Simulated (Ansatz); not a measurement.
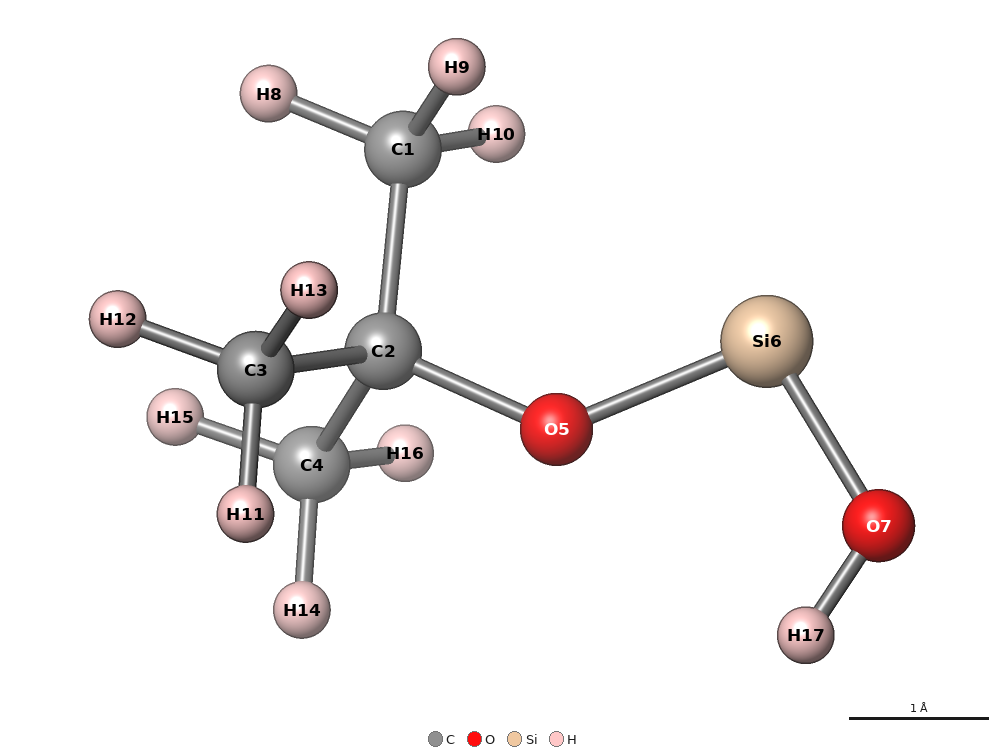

The picture comes from a calculation with Ansatz.

Orthographic view. Distant atoms are faded towards the background colour. State: charge +1, doublet. Geometry: the geometry of the neutral molecule.

List the bonded neighbours of every atom.

C1: C2, H8, H9, H10
C2: C1, C3, C4, O5
C3: C2, H11, H12, H13
C4: C2, H14, H15, H16
O5: C2, Si6
Si6: O5, O7
O7: Si6, H17
(terminal hydrogens appear only as neighbours)
